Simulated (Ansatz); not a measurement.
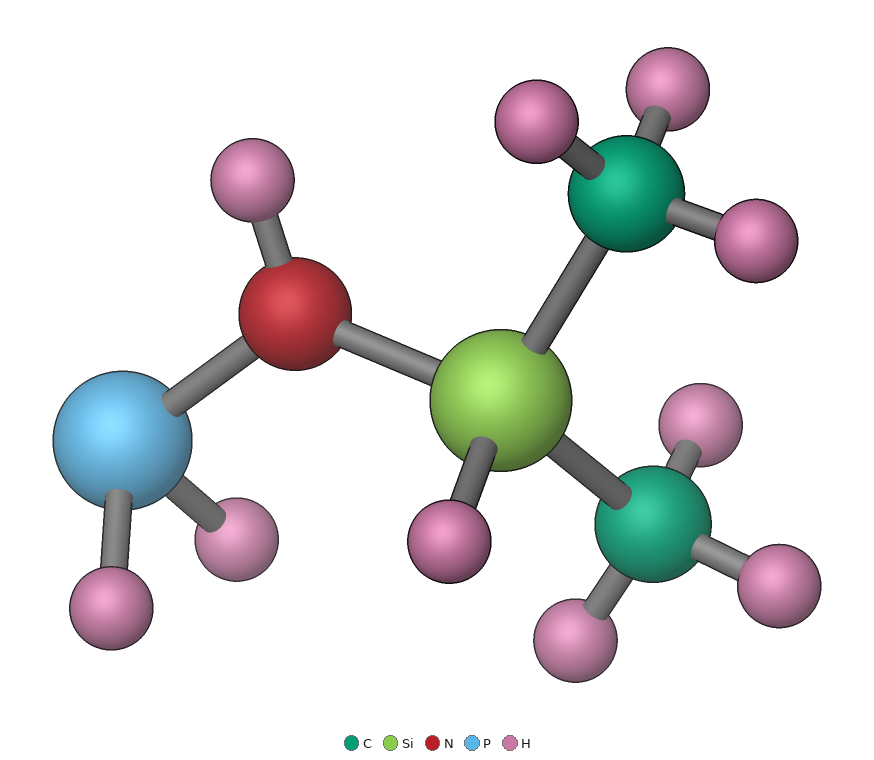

The computed structure is the end point of a PBE-D4/def2-SVP optimisation. No frequency run is at hand to confirm it as a minimum.

Draw it as a skeletal formula.

SMILES: C[SiH](C)NP

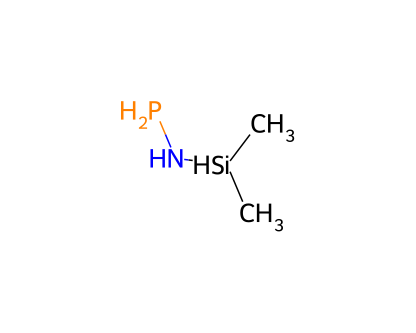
